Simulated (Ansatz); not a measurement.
System: Cl2H3NSi···H2S.

Input file:

```
crystal:
  periodic: [false, false, false]
  atoms:
    - { symbol: Si, position_ang: [0.203832, 0.055238, -0.225479] }
    - { symbol: H, position_ang: [-0.074621, -0.245993, 1.186766] }
    - { symbol: "N", position_ang: [1.915694, 0.121774, -0.434215] }
    - { symbol: H, position_ang: [2.460694, -0.726177, -0.255675] }
    - { symbol: H, position_ang: [2.26853, 0.607852, -1.261814] }
    - { symbol: Cl, position_ang: [-0.450714, 1.926264, -0.800288] }
    - { symbol: Cl, position_ang: [-0.721056, -1.420396, -1.379151] }
    - { symbol: S, position_ang: [-2.887325, 0.132186, 1.125229] }
    - { symbol: H, position_ang: [-3.160753, -1.191758, 0.983607] }
    - { symbol: H, position_ang: [-1.788082, -0.131788, 1.920819] }
basis:
  gaussian: { orbitals: "6-31G*" }
hamiltonian:
  xc: pbe
  dispersion: d4
relax:
  f_tol: 0.03
  max_steps: 50
output:
  orbitals: {}
```

Command:

```sh
ansatz run input.yaml --threads 2 --pin off --max-ram 3072MiB --backend cpu --events-out ev --progress --plain --runs-dir out
```

The fields are those of the run's last geometry, not of the input's.

The calculation used RKS PBE-D4/6-31G* (Ansatz 0.2.0).

Question: Predict the electron density and electron localisation function between the atoms.

Answer: Si–N (1.72 Å): ρ at the midpoint is about 1.1 e/Å³; the ELF peaks at about 0.90 between the atoms: a polar covalent bond.
Si–Cl (2.07 Å): ρ is about 0.86 e/Å³ halfway; the ELF peaks at about 0.90 between the atoms: a shared but strongly polarised pair.
N–H (1.02 Å): ρ is about 2.7 e/Å³ halfway; the ELF climbs to about 1 towards the hydrogen, as it does in any bond to H: a covalent bond by its length.

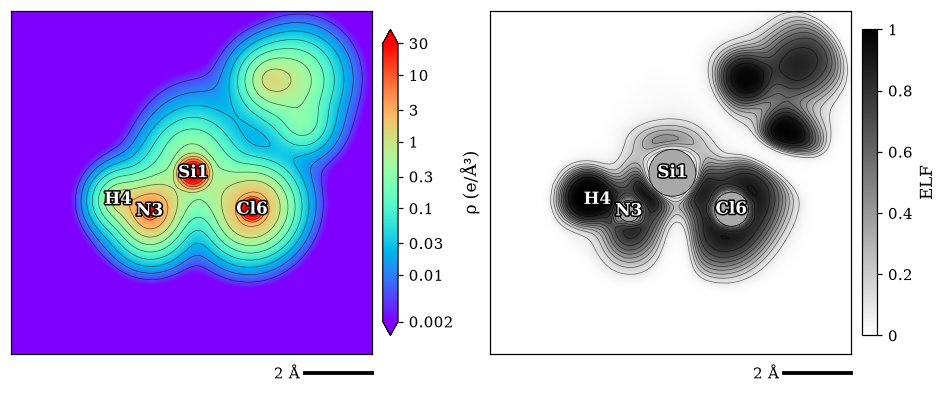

Computed electron density and electron localisation function on the plane of atoms N3, Si1 and Cl6, in this order. Grey discs cover the atomic cores in the ELF map. 
